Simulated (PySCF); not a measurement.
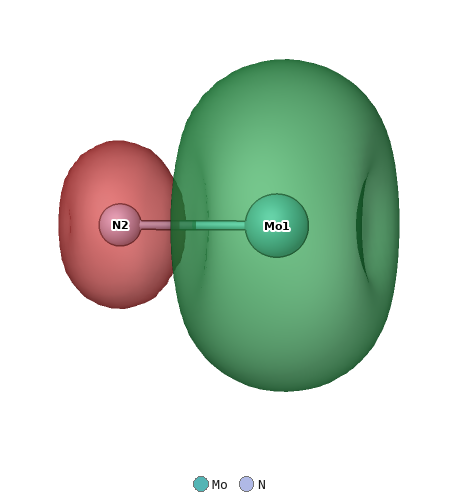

*MoN (quartet). Isosurfaces of the spin density at +0.05 (green) and −0.05 e/Å³ (red), seen from one side.*

⟨S²⟩ = 3.83, above the pure value of 3.75; core potentials replace the inner electrons of Mo.

These are results of PBE0/def2-TZVPP, non-relativistic Hamiltonian with scalar-relativistic core potentials where named, at a bond length of 1.613 Å (PySCF 2.14.0), not measurements.

Question: Describe the spin distribution.

Answer: The unpaired spin (3 electrons) lies mostly on Mo1 (about 3.3), in electrons by Hirshfeld's partition, with opposite, polarisation-induced spin on N2.
